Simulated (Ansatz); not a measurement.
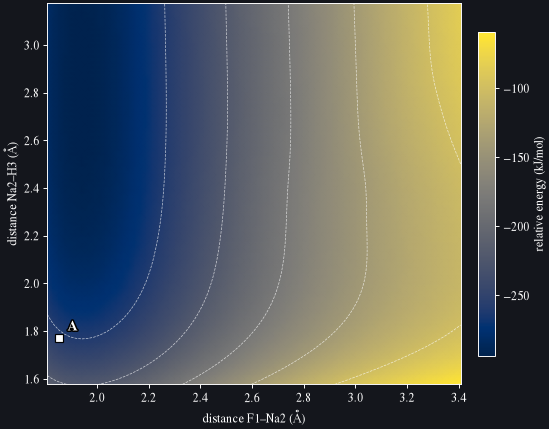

The system F + NaH, spin multiplicity 2. 
- The first coordinate is: distance F1–Na2; the second: distance Na2–H3.
- Nothing is relaxed (the angle F1–Na2–H3 is fixed at 90 degrees).
- The grid has 16 × 16 points.
- Points are written as (first, second).
- All energies are given in kJ/mol relative to F far from the relaxed NaH (each part in its own basis).
- Computed with UKS PBE0-D4/def2-SVPD (Ansatz).

In the figure: a smooth colour map with a few white contour lines, the point A. Between grid points the surface is interpolated.

Q: Which way does the force act at A, and how strong is it?

A: A, at (1.855 Å, 1.773 Å), is not a stationary point. The computed force is 111 kJ/mol for each Å towards larger values of distance F1–Na2 and 133 kJ/mol for each Å towards larger values of distance Na2–H3.
